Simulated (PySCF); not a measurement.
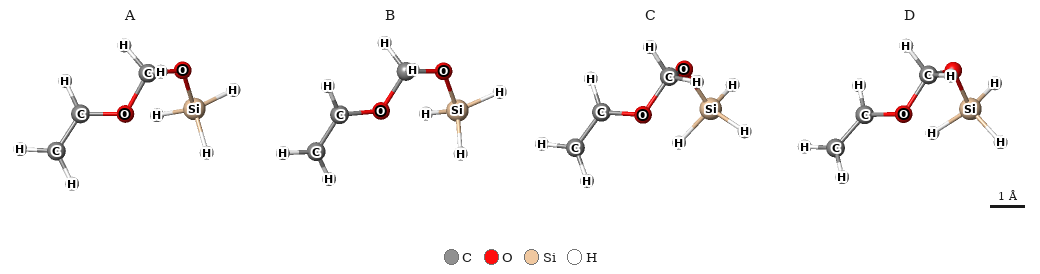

4 geometries from one relaxation of C3H8O2Si, in shuffled order. Style: ball-and-stick. Shown at a tilt.

The start comes from GFN2-xTB. Its atoms were then displaced at random by about 0.01 Å.

All numbers below come from PBE0-D3(BJ)/def2-SVP geometry optimisation, gas phase in PySCF 2.14.0, density-fitted response routines. 

> Order the frames from highest to lowest energy.

B, A, D, C. They are steps 0, 16, 23, 31, at +8.98 kcal/mol, +2.34 kcal/mol, +1.46 kcal/mol relative to the last. An H atom moves most after the best rigid fit: 1.13 Å. Largest moves by element: H 1.13 Å, O 0.79 Å, C 0.45 Å, Si 0.21 Å. Among the contacts that change: O–Si 2.736 → 3.062 Å, C–O 1.328 → 1.384 Å, O–Si 1.631 → 1.682 Å, C–H 1.044 → 1.092 Å. Among the angles between lasting bonds that change: O–Si–H 96.8° → 105.4°, O–C–H 111.5° → 107.6°, H–Si–H 114.0° → 110.5°. Groups turn about C–O by about 100°, C–O by about 55°. The energy falls by 8.98 kcal/mol in 31 geometry steps. The run took 3.4 min on 1 thread of Arm Neoverse V1, on a shared host.
